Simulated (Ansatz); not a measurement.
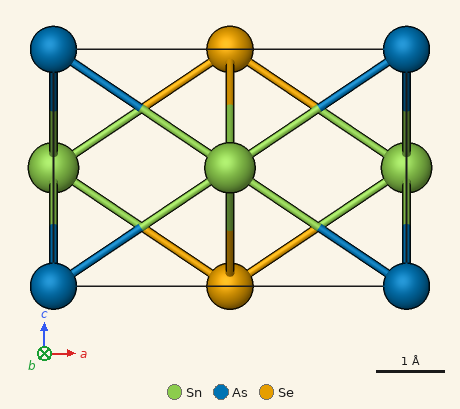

Solid Sn₂AsSe (a generated structure, set up in P4/mmm), before the relaxation. The picture is a ball-and-stick view of the cell of the calculation, seen along the b axis.

Theory: DFT PBE, scalar-relativistic, plane waves, PAW (Ansatz).

The input:
```yaml
crystal:
  lattice:
    - [5.2179391843, 0.0, 0.0]
    - [0.0, 5.2179391843, 0.0]
    - [0.0, 0.0, 3.4993889153]
  atoms:
    - { symbol: Sn, position: [0.0, 0.5, 0.5] }
    - { symbol: Sn, position: [0.5, 0.0, 0.5] }
    - { symbol: As, position: [0.0, 0.0, 0.0] }
    - { symbol: Se, position: [0.5, 0.5, 0.0] }
basis:
  ecutwfc: 420
kpoints:
  mp_grid: { grid: [10, 10, 14] }
hamiltonian:
  xc: pbe
scf:
  occupations: { method: gaussian, width: 0.1 }
output:
  forces: true
  stress: true
  eigenvalues: true
relax:
  adjacent_minimum: "off"
  f_tol: 0.01
  max_steps: 80
  cell: { stress_tol: 0.05 }
```

Launched with:
```bash
ansatz run input.yaml --threads 1 --pin off --max-ram 2560MiB --backend cpu --events-out ev --progress --plain --runs-dir out
```

Predict the outcome.

Answer. After 2 accepted moves (3 points after the start) the energy has fallen by 3.4 meV per cell of the calculation. All forces vanish by symmetry, so only the cell relaxes. Pressure: 0.25 GPa at the start and 0.00 GPa at the end. At 1 point the geometry stayed and the basis and grid were re-selected for the new cell (energy shift of 0.1 meV per cell of the calculation at most each time). The atoms keep their places relative to the cell (all moves are under 0.005 Å). Cell: a = b 5.218 → 5.200 Å (−0.3 %), c 3.499 → 3.536 Å (+1.0 %). Volume +0.4 %. The space group stays P4/mmm (No. 123). Cost: 91 s on 1 thread of Intel(R) Xeon(R) Platinum 8375C CPU @ 2.90GHz (Ice Lake), on a shared host, peak memory 0.71 GiB.

Step by step:

| step | E − E(0), meV/atom | pressure, GPa | volume, Å³/atom | note |
| --- | --- | --- | --- | --- |
| 0 | 0.00 | 0.25 | 23.819 |  |
| 1 | -0.76 | -0.13 | 23.960 |  |
| 2 | -0.83 | 0.00 | 23.906 |  |
| 3 | -0.85 | 0.00 | 23.906 | same geometry, new basis |

The structure at the end:

```
Sn As Se
1.0
     5.20044    0.00000    0.00000
     0.00000    5.20044    0.00000
     0.00000    0.00000    3.53585
Sn As Se
2 1 1
Cartesian
  0.0000 2.6002 1.7679
  2.6002 0.0000 1.7679
  0.0000 0.0000 3.5359
  2.6002 2.6002 3.5359
```

After the run, drawn alike:

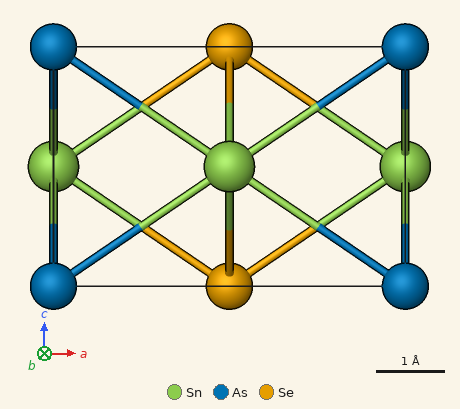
